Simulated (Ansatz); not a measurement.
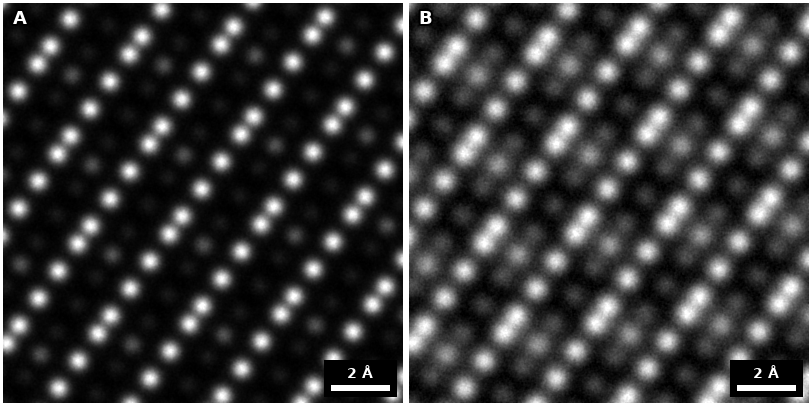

Two simulated images of the same area of Ga4PN3 (P-4m2, No. 115) along [111], with a probe of 0.50 Å. One is incoherent Z contrast (Z^1.6 per atom), the other the projected potential of neutral atoms blurred by the probe (iDPC-like, thin sample). Brightness is counted from the darkest point of the image. Shot noise was added. Model: the geometry relaxed with Ansatz, DFT, PBE, plane waves, PAW; the starting structure was generated, so it need not be a known form of this composition.

Which panel is which, and how can one tell?

A is the Z-contrast image and B the potential image. The columns of 1 N per repeat reach about 9 % of the brightest peak (1 Ga) in A but about 28 % in B, mainly since the potential grows much more slowly with atomic number.
